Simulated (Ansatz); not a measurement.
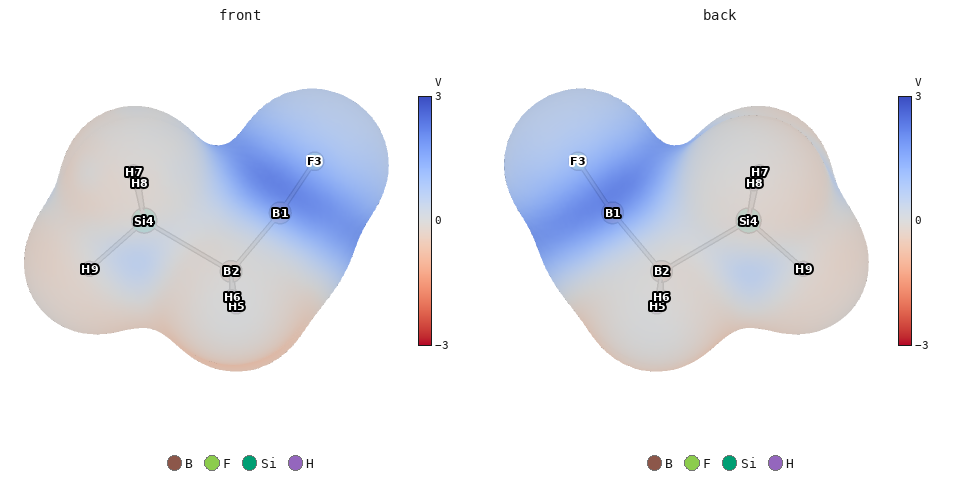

*B₂FH₅Si (SMILES F[B+][BH2-][SiH3]). The molecular electrostatic potential painted on the density surface at 0.002 e/bohr³, seen from the front and from behind; the colour scale runs from red (negative) to blue (positive).*

Geometry: B3LYP-D3(BJ)/6-311G**.

Computed with Ansatz 0.2.0, isolated molecule in a Gaussian basis; Kohn-Sham density functional theory, functional PBE0.

| atom | x (Å) | y (Å) | z (Å) |
| --- | --- | --- | --- |
| B | -0.4951 | 1.7650 | 0.3109 |
| B | 0.3259 | 0.5624 | 0.8617 |
| F | -1.0998 | 2.8190 | -0.0406 |
| Si | 1.3658 | 1.5233 | 2.3559 |
| H | -0.3855 | -0.2563 | 1.3808 |
| H | 1.1262 | 0.1682 | 0.0556 |
| H | 2.2399 | 2.6201 | 1.8509 |
| H | 0.4807 | 2.1257 | 3.3931 |
| H | 2.2363 | 0.5222 | 3.0280 |

Question: Describe the electrostatic potential map.

Answer: The most negative region (about −0.7 V) lies over H5, the most positive (about +2.1 V) over B1.

Question: How polar is the molecule by this calculation?

Answer: Its dipole moment is 2.26 D.
